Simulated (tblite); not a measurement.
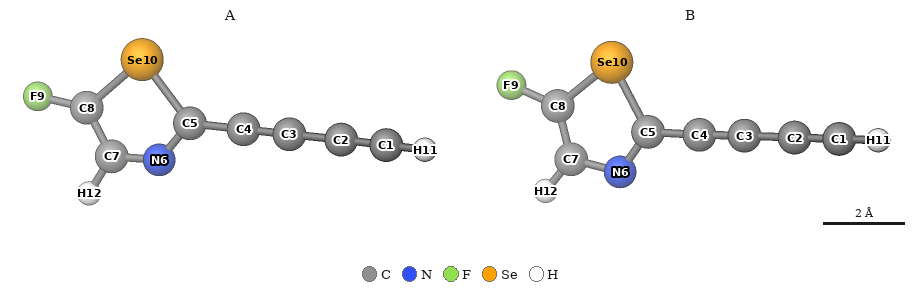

Two geometries of C7H2FNSe, drawn at one scale. One is the start of a relaxation, the other its converged end. A ball-and-stick model, seen at a tilt.

All numbers below come from GFN2-xTB geometry optimisation, gas phase (tblite 0.8.0). 

Which of the two is the end point?

Answer. Structure B is the relaxed one. F9 moves most after the best rigid fit: 0.47 Å. Largest moves by element: F 0.47 Å, C 0.30 Å, N 0.30 Å, H 0.30 Å, Se 0.27 Å. Near-neighbour distances that change, for instance: C8–Se10 1.965 → 1.867 Å, C4–C5 1.451 → 1.386 Å, N6–C7 1.278 → 1.342 Å, C7–H12 1.136 → 1.076 Å. Among the angles between lasting bonds that change: N6–C5–Se10 99.0° → 114.0°, C5–N6–C7 129.9° → 115.4°, C4–C5–Se10 132.9° → 120.1°. After 44 geometry steps the energy has fallen by 1.189 eV.
